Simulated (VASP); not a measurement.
Band structure of Ca2Ge (space group Fm-3m). Method: modified Becke-Johnson potential (mBJ), VASP's PBE PAW potentials (set 64) (plane waves; VASP).

mBJ is a potential without an energy functional, so only the levels count.

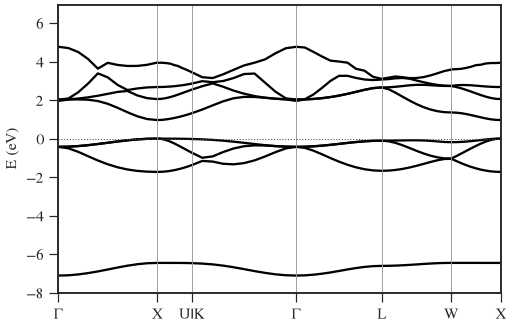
Figure: Bands along high-symmetry lines, zero at the valence-band maximum or, without a gap, the Fermi level

Problem. Read the plot: is there a gap, and where are the band edges?

Solution. The gap is direct, 0.96 eV, from the valence maximum at X to the conduction minimum at X.

The structure comes from a computed database's Ca2Ge entry (Fm-3m); how it stands against other phases isn't given here. It was relaxed first. The cell's shape comes from a PBE relaxation.
